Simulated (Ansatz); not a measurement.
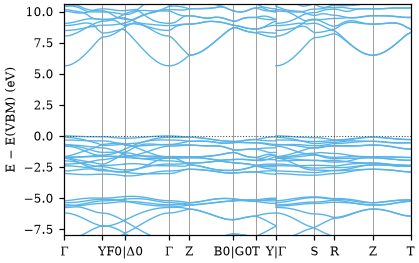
Figure: Band structure from the program Ansatz at the LDA level (PAW)

**Question.** Read off the gap and where the band edges lie.

**Answer.** About 5.6 eV (5.63 eV by a search for the band edges); maximum at Γ, minimum at Γ.

The material is SiO$_{2}$ in space group Ama2 (No. 40; Si on 8c, O on 4a, O on 8c, O on 4b).

The workflow started from a Materials Project entry (that database holds measured and hypothetical structures alike); the Crystallography Open Database copy checked does not list it. It is not the phase usual at ambient conditions (space group No. 92, 152, 154). Symmetry was held in the LDA relaxation; phonons on a q-mesh show no instability.

Potentials: the later of the program's two PAW sets.
